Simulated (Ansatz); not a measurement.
**SiH2O2F (SMILES O[Si](O)F) at UB3LYP/6-31G(d) (Cartesian functions)**

What is the energy change on altering one bond length of SiH2O2F at UB3LYP/6-31G* (Cartesian functions)? 

The results are computed with Ansatz 0.2.0.

38 further runs of the same task are left out: 38 set aside as unsound or not needed. Runs told in other sessions of the task aren't counted.

## Step 1: The molecule

The species is SiH2O2F (6 atoms), meant as a doublet with charge 0. As SMILES, `O[Si](O)F`. The shape is that of a PBE0-D4/def2-TZVP optimisation. This is one conformer, not always the lowest.

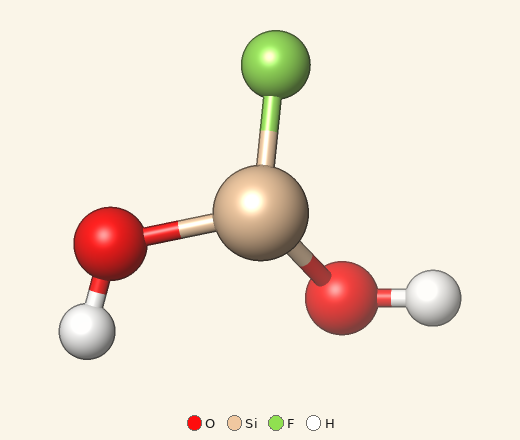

The structure, seen from a chosen angle (oxygen red, silicon light orange, fluorine green, hydrogen white).

## Step 2: A single-point energy at UB3LYP/6-31G(d) (Cartesian functions)

File molecule.yaml:

```yaml
crystal:
  periodic: [false, false, false]
  atoms:
    - {symbol: O, position_ang: [-0.887300, 1.032000, -0.626300]}
    - {symbol: Si, position_ang: [0.382900, 0.026200, -0.446500]}
    - {symbol: O, position_ang: [0.346300, -0.560700, 1.083400]}
    - {symbol: F, position_ang: [0.159400, -1.133900, -1.516300]}
    - {symbol: H, position_ang: [-1.051600, 1.658800, 0.081100]}
    - {symbol: H, position_ang: [1.092300, -1.086600, 1.378500]}
basis:
  gaussian:
    orbitals: "6-31G*"
magnetization:
  spin_polarized: true
  initial_magnetization: 1
hamiltonian:
  xc: {name: B3LYP}
accuracy: high
output: {orbitals: {seedname: orbitals}}
```

Launch:

```
$ ansatz run molecule.yaml --threads 1 --pin off --max-ram 3480MiB --events-out events.jsonl --progress --plain --runs-dir runs
```

Log:

```text
Warning: RAYON_NUM_THREADS=1 ignored (pool sized by the plan → 1); use --threads N
Functional definition: B3LYP
  name "B3LYP"
  parameter a0 = 0.2
  parameter ax = 0.72
  parameter ac = 0.81
  exchange = (1 - a0 - ax)*slater_x + ax*b88_x + a0*exact_x
  correlation = (1 - ac)*vwn_rpa_c + ac*lyp_c
1396 factors; integrals over basis functions are off by at most 3.4e-9 eV
mean field evaluation 1: about -14714.2610 eV, gradient 5.2e1 eV
mean field evaluation 2: about -14697.8365 eV, gradient 8.4e1 eV
mean field evaluation 4: about -14723.0263 eV, gradient 4.0e0 eV
mean field evaluation 8: about -14723.1708 eV, gradient 9.9e-2 eV
mean field evaluation 16: about -14723.1709 eV, gradient 4.3e-5 eV
mean field -14723.17089025 eV, -541.0665504932 hartree, gradient 4.5e-8 eV, S^2 0.751342; 0 other end points of the search recorded, 0 dependent functions left out
reference -14723.17092401 eV, -541.0665517336 hartree; 21, 20 occupied and 47, 48 virtual orbitals, 1396 factors
Total energy: -14723.17092401 eV, -541.0665517336 hartree
```

Run time: 14 s. Hardware: 1 thread of Arm Neoverse N1, shared host; peak memory 0.27 GiB.

## Step 3: The distorted shape

File input.yaml:

```yaml
crystal:
  periodic: [false, false, false]
  atoms:
    - symbol: O
      position_ang: [-0.708496, 1.960100, 0.229558]
    - symbol: Si
      position_ang: [0.561704, 0.954300, 0.409358]
    - symbol: O
      position_ang: [0.525104, 0.367400, 1.939258]
    - symbol: F
      position_ang: [0.159400, -1.133900, -1.516300]
    - symbol: H
      position_ang: [-0.872796, 2.586900, 0.936958]
    - symbol: H
      position_ang: [1.271104, -0.158500, 2.234358]
basis:
  gaussian:
    orbitals: "6-31G*"
magnetization:
  spin_polarized: true
  initial_magnetization: 1
hamiltonian:
  xc: {name: B3LYP}
accuracy: high
output:
  orbitals: {seedname: orbitals}
```

Launch:

```
$ ansatz run input.yaml --threads 1 --pin off --max-ram 3480MiB --events-out events.jsonl --progress --plain --runs-dir runs
```

Log, cut to the lines that bear on the results:

```text
Warning: RAYON_NUM_THREADS=1 ignored (pool sized by the plan → 1); use --threads N
[... 7 set-up lines as earlier in the session ...]
1316 factors; integrals over basis functions are off by at most 9.2e-9 eV
mean field evaluation 1: about -14705.9467 eV, gradient 5.8e1 eV
mean field evaluation 2: about -14399.3695 eV, gradient 1.4e2 eV
mean field evaluation 4: about -14712.6899 eV, gradient 3.4e1 eV
mean field evaluation 8: about -14718.5494 eV, gradient 1.2e1 eV
mean field evaluation 16: about -14719.3198 eV, gradient 1.2e-1 eV
mean field evaluation 32: about -14719.3227 eV, gradient 2.5e-4 eV
mean field evaluation 64: about -14719.2624 eV, gradient 3.2e0 eV
mean field -14719.32274581 eV, -540.9251337932 hartree, gradient 7.7e-8 eV, S^2 0.773026; 4 other end points of the search recorded, 0 dependent functions left out
reference -14719.32277936 eV, -540.9251350260 hartree; 21, 20 occupied and 47, 48 virtual orbitals, 1316 factors
Total energy: -14719.32277936 eV, -540.9251350260 hartree
```

Wall time 27 s (1 thread of Arm Neoverse N1, shared host); peak memory 0.26 GiB.

## Step 4: Outcome

At UB3LYP/6-31G* (Cartesian functions):

| quantity | value |
| --- | --- |
| first shape: total energy | -541.06655 Eh |
| first shape: HOMO energy (highest over α and β) | -5.83 eV |
| first shape: LUMO energy (lowest over α and β) | -2.56 eV |
| first shape: ⟨S²⟩ | 0.751 |
| distorted shape: total energy | -540.92514 Eh |
| distorted shape: HOMO energy (highest over α and β) | -7.28 eV |
| distorted shape: LUMO energy (lowest over α and β) | -4.55 eV |
| distorted shape: ⟨S²⟩ | 0.773 |
| energy change with the Si2–F4 bond stretched from 1.594 to 2.869 Å | 3.848 eV |

With the Si2–F4 bond stretched from 1.594 to 2.869 Å the energy rises by 3.85 eV (371 kJ/mol). The first shape isn't relaxed at this level, so the change isn't measured from a minimum.
